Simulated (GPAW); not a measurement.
# Optical response of Ni

Aim: the dielectric function of Ni, and the optical constants that follow from it.

Main program and level: GPAW 26.7.0; DFT, PBE, plane-wave PAW (GPAW data sets), scalar-relativistic, RPA, optical limit.

**1. The starting structure**

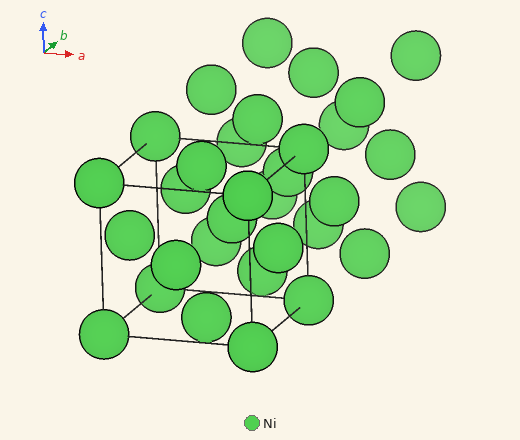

The cell as given, slightly off an axis (nickel green). 1×3×1 cells are drawn. This picture shows the conventional cell, with its axes. Some periodic images of atoms are drawn too.

**2. Ground state**

The self-consistent density comes first; it also tells whether there is a gap, which decides the occupations and the need for a Drude term.

This step: DFT, PBE, plane-wave PAW (GPAW data sets), scalar-relativistic, ground state (GPAW 26.7.0).

Input file gs.py:

```python
from ase import Atoms
from ase.dft.bandgap import bandgap
from gpaw import GPAW, PW, FermiDirac

atoms = Atoms(['Ni'],
              cell=[[0.000000000000, 1.761935000000, 1.761935000000],
                    [1.761935000000, 0.000000000000, 1.761935000000],
                    [1.761935000000, 1.761935000000, 0.000000000000]],
              scaled_positions=[[0.000000000000, 0.000000000000, 0.000000000000]],
              pbc=[True, True, True])
atoms.set_initial_magnetic_moments([1.0])
atoms.calc = GPAW(mode=PW(500), xc='PBE', kpts={'size': (11, 11, 11), 'gamma': True},
                  occupations=FermiDirac(0.05), maxiter=150, txt='gs.txt')
print('energy (eV)', atoms.get_potential_energy())
print('Fermi level (eV)', atoms.calc.get_fermi_level())
print('valence electrons', atoms.calc.get_number_of_electrons())
print('gap (eV)', bandgap(atoms.calc, output=None)[0])
print('direct gap (eV)', bandgap(atoms.calc, direct=True, output=None)[0])
print('moments', atoms.get_magnetic_moments().round(3).tolist())
atoms.calc.write('gs.gpw')
```

On the command line:

```bash
$ OMP_NUM_THREADS=1 python gs.py
```

Numbers of over 12 decimals in the logs are rounded to 6 here.

What it wrote:

```text
__  _  _
 | _ |_)|_||  |
 |__||  | ||/\| - 26.7.0

Versions:
  Python: 3.12.14
  ASE:    3.29.0
  Numpy:  2.5.5
  Scipy:  1.18.1
  Libxc:  7.0.0

Input parameters:
  mode=PW(ecut=500.0),
  kpts=MonkhorstPack(size=(11, 11, 11), gamma=True),
  maxiter=150,
  occupations=Occupations(name='fermi-dirac', width=0.05, fixmagmom=False),
  xc=XC(name='PBE')

Diagonalizing LCAO Hamiltonian
Converting LCAO to pw mode

       Ni

Atoms  # Å, Bohr magnetons
|   | symbol |        x |        y |        z |    initial magnetic moments |
| 0 |     Ni | 0.000000 | 0.000000 | 0.000000 | ( 0.0000,  0.0000,  1.0000) |

Unit cell  # Å
| periodic |        x |        y |        z |  lengths |    angles |
|      yes | 0.000000 | 1.761935 | 1.761935 | 2.491752 | 60.000000 |
|      yes | 1.761935 | 0.000000 | 1.761935 | 2.491752 | 60.000000 |
|      yes | 1.761935 | 1.761935 | 0.000000 | 2.491752 | 60.000000 |

Number of symmetries: 48
Symmetry operations  # r_c * U_cc + t_c -> r_c
|    | kind |            matrix            |
|  0 |  σ   |  1, 0, 0,  1, 0,-1,  1,-1, 0 |
|  1 |  C2  |  1, 0, 0,  1,-1, 0,  1, 0,-1 |
|  2 |  E   |  1, 0, 0,  0, 1, 0,  0, 0, 1 |
|  3 |  σ   |  1, 0, 0,  0, 0, 1,  0, 1, 0 |
|  4 |  C4  |  1, 0,-1,  1, 0, 0,  1,-1, 0 |
|  5 |  S6  |  1, 0,-1,  1,-1, 0,  1, 0, 0 |
|  6 |  σ   |  1, 0,-1,  0, 1,-1,  0, 0,-1 |
|  7 |  C3  |  1, 0,-1,  0, 0,-1,  0, 1,-1 |
|  8 |  S6  |  1,-1, 0,  1, 0, 0,  1, 0,-1 |
|  9 |  C4  |  1,-1, 0,  1, 0,-1,  1, 0, 0 |
| 10 |  C3  |  1,-1, 0,  0,-1, 1,  0,-1, 0 |
| 11 |  σ   |  1,-1, 0,  0,-1, 0,  0,-1, 1 |
| 12 |  σ   |  0, 1, 0,  1, 0, 0,  0, 0, 1 |
| 13 |  C4  |  0, 1, 0,  0, 1,-1, -1, 1, 0 |
| 14 |  C3  |  0, 1, 0,  0, 0, 1,  1, 0, 0 |
| 15 |  S6  |  0, 1, 0, -1, 1, 0,  0, 1,-1 |
| 16 |  C2  |  0, 1,-1,  1, 0,-1,  0, 0,-1 |
| 17 |  σ   |  0, 1,-1,  0, 1, 0, -1, 1, 0 |
| 18 |  S4  |  0, 1,-1,  0, 0,-1,  1, 0,-1 |
| 19 |  C4  |  0, 1,-1, -1, 1, 0,  0, 1, 0 |
| 20 |  C3  |  0, 0, 1,  1, 0, 0,  0, 1, 0 |
| 21 |  σ   |  0, 0, 1,  0, 1, 0,  1, 0, 0 |
| 22 |  S6  |  0, 0, 1,  0,-1, 1, -1, 0, 1 |
| 23 |  C4  |  0, 0, 1, -1, 0, 1,  0,-1, 1 |
| 24 |  S4  |  0, 0,-1,  1, 0,-1,  0, 1,-1 |
| 25 |  C3  |  0, 0,-1,  0, 1,-1,  1, 0,-1 |
| 26 |  C2  |  0, 0,-1,  0,-1, 0, -1, 0, 0 |
| 27 |  S6  |  0, 0,-1, -1, 0, 0,  0,-1, 0 |
| 28 |  S4  |  0,-1, 1,  1,-1, 0,  0,-1, 0 |
| 29 |  C4  |  0,-1, 1,  0, 0, 1, -1, 0, 1 |
| 30 |  C2  |  0,-1, 1,  0,-1, 0,  1,-1, 0 |
| 31 |  σ   |  0,-1, 1, -1, 0, 1,  0, 0, 1 |
| 32 |  C3  |  0,-1, 0,  1,-1, 0,  0,-1, 1 |
| 33 |  S6  |  0,-1, 0,  0, 0,-1, -1, 0, 0 |
| 34 |  S4  |  0,-1, 0,  0,-1, 1,  1,-1, 0 |
| 35 |  C2  |  0,-1, 0, -1, 0, 0,  0, 0,-1 |
| 36 |  C2  | -1, 1, 0,  0, 1, 0,  0, 1,-1 |
| 37 |  S6  | -1, 1, 0,  0, 1,-1,  0, 1, 0 |
| 38 |  S4  | -1, 1, 0, -1, 0, 1, -1, 0, 0 |
| 39 |  C3  | -1, 1, 0, -1, 0, 0, -1, 0, 1 |
| 40 |  S6  | -1, 0, 1,  0, 0, 1,  0,-1, 1 |
| 41 |  C2  | -1, 0, 1,  0,-1, 1,  0, 0, 1 |
| 42 |  C3  | -1, 0, 1, -1, 1, 0, -1, 0, 0 |
| 43 |  S4  | -1, 0, 1, -1, 0, 0, -1, 1, 0 |
| 44 |  C2  | -1, 0, 0,  0, 0,-1,  0,-1, 0 |
| 45 |  i   | -1, 0, 0,  0,-1, 0,  0, 0,-1 |
| 46 |  σ   | -1, 0, 0, -1, 1, 0, -1, 0, 1 |
| 47 |  C2  | -1, 0, 0, -1, 0, 1, -1, 1, 0 |

BZ-sampling:
  Number of BZ points: 1331
  Number of IBZ points: 56

  Monkhorst-Pack size: [11, 11, 11]
  Monkhorst-Pack shift: [0, 0, 0]

K-points  # in reciprocal-cell coordinates
|     |                                coordinates |     weight |
|   0 | (  0.00000000,   0.00000000,   0.00000000) | 0.00075131 |
|   1 | (  0.09090909,   0.09090909,   0.00000000) | 0.00450789 |
|   2 | (  0.09090909,   0.09090909,   0.09090909) | 0.00601052 |
|   3 | (  0.18181818,   0.09090909,   0.09090909) | 0.00901578 |
|   4 | (  0.18181818,   0.18181818,   0.00000000) | 0.00450789 |
|   5 | (  0.18181818,   0.18181818,   0.09090909) | 0.01803156 |
|   6 | (  0.18181818,   0.18181818,   0.18181818) | 0.00601052 |
|   7 | (  0.27272727,   0.18181818,   0.09090909) | 0.01803156 |
|   8 | (  0.27272727,   0.18181818,   0.18181818) | 0.01803156 |
|   9 | (  0.27272727,   0.27272727,   0.00000000) | 0.00450789 |
| ... |                                            |            |
|  55 | (  0.45454545,   0.45454545,   0.45454545) | 0.00601052 |

Plane wave coefficients: 291
Cutoff: 500.0 eV

Spin-components: 2 (collinear spins)
Bands:           12
Projectors:      6
Spin-degeneracy: 1
Datatype:        complex128

Parallelization:
  kpt:    1
  domain: 1
  band:   1

Density:
  Valence electrons: 16.0
  Components: 2
  Grid points: [14 14 14]
  Charge: 0.0  # |e|

Potential:
  Grid points: [14 14 14]

species:
  Ni:
    name:    Nickel
    id:
    Z:       28.0
    valence: 16
    core:    12
    charge:  0.0  # [|e|]
    compensation charges:
      type: gauss
      rc: 0.36  # [Å]
      lmax: 2
    cutoffs:
      filter: 2.14  # [Å]
      core: 1.98  # [Å]
    projectors
    | kind |    occ | energy [eV] | rcut [Å] |
    |   4s |  2.000 |      -5.642 |    1.164 |
    |   3p |  6.000 |     -71.394 |    1.207 |
    |   4p |  0.000 |      -1.226 |    1.207 |
    |   3d |  8.000 |      -8.875 |    1.138 |
    |    s |        |      21.570 |    1.164 |
    |    d |        |      18.337 |    1.138 |

    Using partial waves for Ni as LCAO basis

Reference energy: -41367.998447  # eV

eigensolver:
  PPCG
  Converge bands: occupied
  niter=2

density mixing:
  MSR1-Mixer
  Pratt-step length: 0.05
  Maximum mixing coefficient: 0.75
  Old densities: 10
  SVD Regularization: 0.005
  Good broyden scale: 1.0
  Trust region scale: 1.0
  Backstep threshold: 4.0
  History deletion threshold: 6.0
  Fourier metric: weight=20.0, sigma=0.015

occupation numbers:
  Fermi-Dirac:
    width: 0.0500  # eV

poisson solver:
  ecut: 4000.0  # eV

xc functional:
  name: PBE with 2 nearest neighbor stencil

convergence criteria:
- Maximum [total energy] change in last 3 cyles: 0.0005 eV / valence electron
- Maximum integral of absolute [dens]ity change: 0.0001 electrons / valence electron
- Maximum integral of absolute [eigenst]ate change: 4e-08 eV^2 / valence electron
maximum number of iterations: 150

SCF iterations
|iter     |      energy | eigst |  dens |  magmom |
|iter:   1||   -7.165738 | +0.28 |       |  +1.0009|
|iter:   2||   -7.173685 | -2.33 | -1.44 |  +0.9837|
|iter:   3||   -7.268765 | -2.60 | -1.47 |  +0.7725|
|iter:   4||   -7.288822 | -2.67 | -1.72 |  +0.5647|
|iter:   5||   -7.283222 | -3.63 | -2.06 |  +0.5933|
|iter:   6||   -7.283339c| -5.74 | -2.98 |  +0.5869|
|iter:   7||   -7.283406c| -5.57 | -3.22 |  +0.5834|
|iter:   8||   -7.283407c| -7.57c| -3.90 |  +0.5836|
|iter:   9||   -7.283407c| -7.73c| -4.17c|  +0.5841|

Converged in 9 steps
SCF loop duration: 9.057 s (1.006 s/step)
Energy contributions relative to reference atoms: (reference = -41367.998447)

Energy contributions:
  Kinetic:           6.187976
  Coulomb:          -4.418117
  Zero:              0.092507
  External:          0.000000
  Xc:               -9.138876
  Entropy:          -0.013794
  Spinorbit:         0.000000
  ----------------------------
  Free energy:      -7.290304
  Extrapolated:     -7.283407

dipole moment: (-7.216084, -7.216084, -7.216084)  # |e|*Ang

Total magnetic moment: (0.000000, 0.000000, 0.584089)

Local magnetic moments
|        x |        y |        z |
| 0.000000 | 0.000000 | 0.624294 |  # Ni   0

Fermi level: 8.496
Eigenvalues  # (at kpt = [0.000, 0.000, 0.000])
| band index |      eig [eV] | occ [0-1] |      eig [eV] | occ [0-1] |
|          0 |       -55.446 |     1.000 |       -54.671 |     1.000 |
|          1 |       -55.446 |     1.000 |       -54.671 |     1.000 |
|          2 |       -55.446 |     1.000 |       -54.671 |     1.000 |
|          3 |        -0.662 |     1.000 |        -0.713 |     1.000 |
|          4 |         6.045 |     1.000 |         6.763 |     1.000 |
|          5 |         6.045 |     1.000 |         6.763 |     1.000 |
|          6 |         6.045 |     1.000 |         6.763 |     1.000 |
|          7 |         7.236 |     1.000 |         7.798 |     1.000 |
|          8 |         7.236 |     1.000 |         7.798 |     1.000 |
|          9 |        35.696 |     0.000 |        35.668 |     0.000 |
|         10 |        35.696 |     0.000 |        35.668 |     0.000 |
|         11 |        35.696 |     0.000 |        35.668 |     0.000 |

No gap
No difference between direct/indirect transitions

--- standard output ---
energy (eV) -7.283407
Fermi level (eV) 8.496118
valence electrons 16.0
gap (eV) 0.0
direct gap (eV) 0.0
moments [0.624]
```

Wall time 12 s (1 thread of Arm Neoverse V1, shared host); peak memory 0.13 GiB.

This step gave:

* energy: -7.283 eV
* Fermi energy: 8.496 eV
* electrons: 16
* site moments: 0.624 μB

There are states at the Fermi level within the smearing, so the occupations stay smeared and the carriers get a Drude term.

**3. Bands for the response**

The response needs many more empty bands than the density does.

This step: DFT, PBE, plane-wave PAW (GPAW data sets), scalar-relativistic, bands at fixed density (GPAW 26.7.0).

Input file nscf.py:

```python
from ase.dft.bandgap import bandgap
from gpaw import GPAW, FermiDirac

calc = GPAW('gs.gpw').fixed_density(kpts={'size': (24, 24, 24), 'gamma': True}, nbands=23, convergence={'bands': 17},
                                    occupations=FermiDirac(0.05), txt='nscf.txt')
print('gap (eV)', bandgap(calc, output=None)[0])
print('direct gap (eV)', bandgap(calc, direct=True, output=None)[0])
print('top band over the Fermi level (eV)', min(calc.get_eigenvalues(kpt=k)[16] for k in range(len(calc.get_ibz_k_points()))) - calc.get_fermi_level())
calc.write('full.gpw', mode='all')
```

On the command line:

```bash
$ OMP_NUM_THREADS=1 python nscf.py
```

What it wrote:

```text
Diagonalizing LCAO Hamiltonian
Converting LCAO to pw mode
convergence criteria:
- Maximum integral of absolute [eigenst]ate change: 4e-08 eV^2 / valence electron
maximum number of iterations: 150

SCF iterations
|iter     |      energy | eigst |  dens |  magmom |
|iter:   1||             | +2.39 |       |  +0.5841|
|iter:   2||             | +0.26 |       |  +0.5841|
|iter:   3||             | -1.39 |       |  +0.5841|
|iter:   4||             | -3.93 |       |  +0.5841|
|iter:   5||             | -5.54 |       |  +0.5841|
|iter:   6||             | -7.14 |       |  +0.5841|
|iter:   7||             | -8.30c|       |  +0.5841|
SCF steps: 7
  __  _  _
 | _ |_)|_||  |
 |__||  | ||/\| - 26.7.0

Versions:
  Python: 3.12.14
  ASE:    3.29.0
  Numpy:  2.5.5
  Scipy:  1.18.1
  Libxc:  7.0.0

Input parameters:
  mode=PW(ecut=500.0),
  convergence={'bands': 17},
  gpts=array([14, 14, 14]),
  kpts=MonkhorstPack(size=(24, 24, 24), gamma=True),
  maxiter=150,
  nbands=23,
  occupations=Occupations(name='fermi-dirac', width=0.05, fixmagmom=False),
  parallel={},
  xc=XC(name='PBE')

--- standard output ---
gap (eV) 0.0
direct gap (eV) 0.0
top band over the Fermi level (eV) 33.186561
```

Run time: 86 s. Hardware: 1 thread; peak memory 0.25 GiB.

**4. Dielectric function, RPA**

Local fields let the induced charge screen the field inside the cell, which as a rule lowers ε, most along directions where the density is uneven.

This step: DFT, PBE, plane-wave PAW (GPAW data sets), scalar-relativistic, RPA, optical limit (GPAW 26.7.0).

Input file df.py:

```python
from gpaw.response.df import DielectricFunction

df = DielectricFunction('full.gpw', frequencies={'type': 'nonlinear', 'domega0': 0.03, 'omega2': 8},
                        ecut=50,
                        eta=0.15,
                        nbands=17,
                        rate=0.05,
                        txt='df.txt')
for direction in ['x']:
    df.get_dielectric_function(xc='RPA', direction=direction, filename=f'df_{direction}.csv')
```

On the command line:

```bash
$ OMP_NUM_THREADS=1 python df.py
```

What it wrote:

```text
Using integrator: PointIntegrator
NonLinearFrequencyDescriptor(from 0.000 to 116.147 eV, 553 points)
Nonperiodic BCs:  [False False False]
Using integrator: PointIntegrator
NonLinearFrequencyDescriptor(from 0.000 to 116.147 eV, 553 points)
Nonperiodic BCs:  [False False False]
Using integrator: PointIntegrator

Calculating chi0 body with:
    Ground state adapter containing:
    Number of spins: 2
    Number of kpoints: 13824
    Number of irreducible kpoints: 413
    Number of completely occupied states: 5
    Number of partially occupied states: 9

    Linear response parametrization:
    q_c: [0.0, 0.0, 0.0]
    Number of frequency points: 553
    Planewave cutoff: 50.0
    Number of bands: 17
    Number of planewaves: 15
    Broadening (eta): 0.15

Integrating chi0 body.

Symmetries of q_c:
    Direct symmetries (Uq -> q): 48
    Indirect symmetries (TUq -> q): 0
In total 48 allowed symmetries.

413 groups of equivalent kpoints. 97.012442% reduction.

Integral kind: spectral function

Calculating chi0 optical extensions with:
    Ground state adapter containing:
    Number of spins: 2
    Number of kpoints: 13824
    Number of irreducible kpoints: 413
    Number of completely occupied states: 5
    Number of partially occupied states: 9

    Linear response parametrization:
    Number of frequency points: 553
    Planewave cutoff: 50.0
    Number of bands: 17
    Number of planewaves: 15
    Broadening (eta): 0.15
Integrating chi0 head and wings.

Symmetries of q_c:
    Direct symmetries (Uq -> q): 48
    Indirect symmetries (TUq -> q): 0
In total 48 allowed symmetries.

413 groups of equivalent kpoints. 97.012442% reduction.

Integral kind: spectral function wings

Calculating drude chi0 with:
    Number of frequency points:553
    Plasma frequency decay rate: 0.05 eV

    Ground state adapter containing:
    Number of spins: 2
    Number of kpoints: 13824
    Number of irreducible kpoints: 413
    Number of completely occupied states: 5
    Number of partially occupied states: 9

Symmetries of q_c:
    Direct symmetries (Uq -> q): 48
    Indirect symmetries (TUq -> q): 0
In total 48 allowed symmetries.

413 groups of equivalent kpoints. 97.012442% reduction.

Integral kind: intraband
Plasma frequency:
[[6.89-0.j 0.  -0.j 0.  -0.j]
 [0.  -0.j 6.89-0.j 0.  -0.j]
 [0.  -0.j 0.  -0.j 6.89-0.j]]
```

Wall time 26 s (1 thread); peak memory 0.21 GiB.

Numbers from this step:

| Item | Value |
| --- | --- |
| main peak of the optical conductivity above 1 eV, first axis | 5.650 eV |

Some rows of df_x.csv (energy; Re and Im without local fields; Re and Im with them):

```text
0.000000, 19143.449957, -0.000000, 19143.441076, -0.000000
0.460735, -185.319067, 87.073667, -185.321951, 87.068961
0.943989, -41.848517, 38.559975, -41.848028, 38.557868
1.451455, -19.736229, 24.506235, -19.736207, 24.505008
1.984998, -12.079703, 18.430777, -12.077298, 18.431081
2.546682, -9.679503, 11.769723, -9.680143, 11.768726
3.138794, -6.311467, 8.459328, -6.310941, 8.457542
3.763875, -4.256230, 5.387896, -4.255754, 5.388552
4.424758, -1.752915, 3.955539, -1.755831, 3.957911
5.124608, 0.478897, 6.477782, 0.475559, 6.474575
5.866977, -3.240916, 6.049703, -3.238022, 6.050110
6.655862, -2.217535, 3.010788, -2.215007, 3.004170
7.495775, -0.971775, 2.517960, -0.960035, 2.513700
8.391833, -0.771800, 2.762042, -0.754643, 2.773767
9.349861, -0.453269, 2.167998, -0.441112, 2.189738
10.376517, -0.528771, 1.899875, -0.543837, 1.933614
11.479449, -0.100904, 1.582693, -0.123654, 1.595489
12.667487, 0.035077, 1.498620, 0.019286, 1.496448
13.950874, 0.168514, 1.529255, 0.156445, 1.530641
```

The Im ε, E ∥ x has structure finer than the step of the table below, so its rows give means over 1 eV, whole bins alone (the curve runs from 0.305 to 14.0 eV). Peaks (eV: height): 5.5: 7.26.

Table of Im ε, E ∥ x by photon energy; means over each step:

```tsv
photon energy (eV)	Im ε, E ∥ x
1	39.4
2	17.9
3	9.12
4	4.97
5	5.60
6	5.29
7	2.86
8	2.70
9	2.36
10	2.10
11	1.71
12	1.57
13	1.47
```

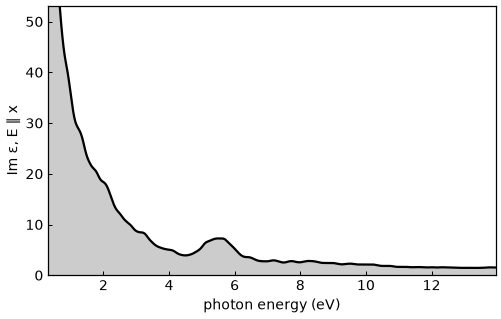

Im ε, E ∥ x against photon energy. Below 1 eV the curve runs off the scale.

Table of Re ε, E ∥ x by photon energy:

```tsv
photon energy (eV)	Re ε, E ∥ x
1	-38.1
2	-12.0
3	-7.06
4	-3.30
5	0.799
6	-3.50
7	-1.34
8	-0.637
9	-0.657
10	-0.418
11	-0.302
12	-0.0333
13	0.0925
```

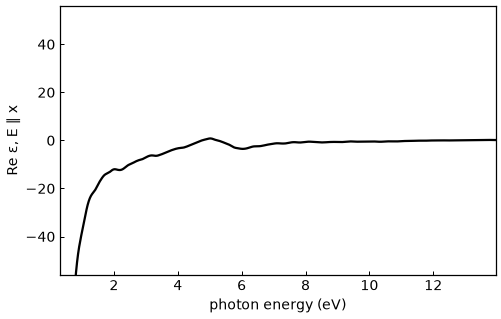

Re ε, E ∥ x, plotted against photon energy. Below 1 eV the curve runs off the scale.

The refractive index n and extinction k by photon energy:

```tsv
photon energy (eV)	n	k
1	2.67	6.72
2	2.23	4.12
3	1.44	3.02
4	1.17	2.16
5	1.79	1.55
6	1.18	2.21
7	0.930	1.49
8	1.00	1.28
9	0.960	1.26
10	0.932	1.13
11	0.830	0.995
12	0.877	0.896
13	0.881	0.827
```

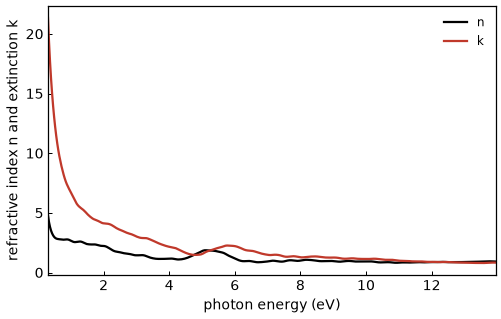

Refractive index n and extinction k against photon energy.

The loss function −Im 1/ε at q → 0, E ∥ x has structure finer than the step of the table below, so its rows give means over 1 eV, whole bins alone (the curve runs from 0.305 to 14.0 eV). Peaks (eV: height): 4.6: 0.242, 13.2: 0.686.

Loss function −Im 1/ε at q → 0, E ∥ x against energy loss; means over each step:

```tsv
energy loss (eV)	loss function −Im 1/ε at q → 0, E ∥ x
1	0.0137
2	0.0373
3	0.0677
4	0.143
5	0.184
6	0.147
7	0.272
8	0.346
9	0.397
10	0.453
11	0.569
12	0.636
13	0.677
```

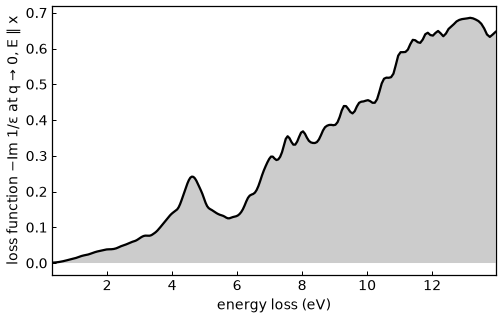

Loss function −Im 1/ε at q → 0, E ∥ x against energy loss.

Values under 1 per cm are given as 1. Table of absorption coefficient, E ∥ x by photon energy:

```tsv
photon energy (eV)	absorption coefficient, E ∥ x (1/cm)
1.01	6.8e5
1.99	8.3e5
3.02	9.2e5
3.98	8.8e5
4.98	7.7e5
6.02	1.3e6
6.99	1.1e6
8.03	1.0e6
9.02	1.1e6
10.03	1.2e6
11.03	1.1e6
12.02	1.1e6
13.00	1.1e6
```

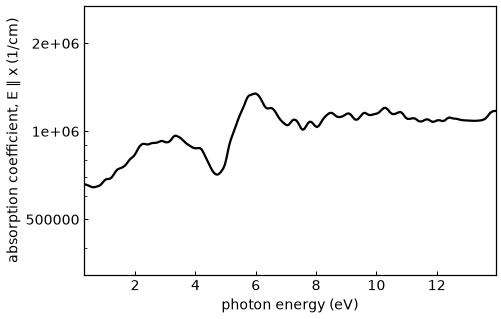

Absorption coefficient, E ∥ x against photon energy.

From ε follow the optical constants at some laser and lamp lines:

```tsv
wavelength (nm)	n	k	R (%)	1/α
1064	2.56	5.838	78.1	15 nm
800	2.36	4.779	72.3	13 nm
532	1.80	3.832	68.1	11 nm
450	1.57	3.286	64.0	11 nm
405	1.45	2.957	60.7	11 nm
248	1.79	1.553	29.8	13 nm
193	0.97	1.841	46.7	8.3 nm
```

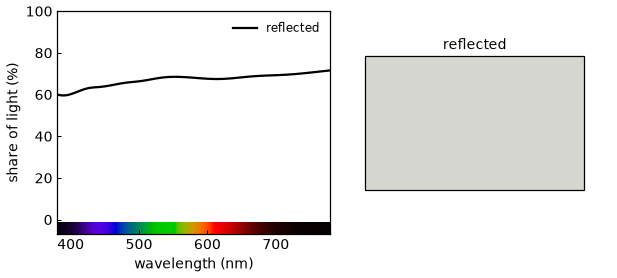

Light reflected across the visible range, with the colour that it makes of daylight (sRGB).

A polished face would reflect 68 % of daylight and look light grey (CIE x = 0.317, y = 0.336 under D65).

**5. Outcome**

| Property | Result |
| --- | --- |
| main peak of the optical conductivity above 1 eV, first axis | 5.65 eV |

What this shows: At this level (PBE, RPA) Ni is a metal; it reflects 69 % at 550 nm. A polished face would reflect 68 % of daylight and look light grey (CIE x = 0.317, y = 0.336 under D65). The carriers' damping of 0.05 eV is typed, not computed; it shapes the response at the lowest energies. The magnetic state comes from one start and need not be the lowest. The sum runs over mesh points, so small or evenly spaced maxima can still be ripples of the mesh. In this version of GPAW the matrix elements of the optical limit are incomplete, which can lower ε − 1 by up to a tenth where first-row anions or d states rule, and shift it by more in d metals. GPAW's carrier term has the form −ωp²/(ω + i·rate)², which damps like twice the rate and fails at low energy, so the curves leave the lowest energies out.

[Machine, clock and banner lines and Python warnings are left out of the logs.]

[Logs are printed without paths, hosts, clocks, repeated set-up lines and the standing remarks that a program may print on its own settings, such as how far it seeks lower states.]

[Hosts, paths, dates, database ids (printed as entryN), source tags and the programs' standing remarks are cut or masked in the printed files.]
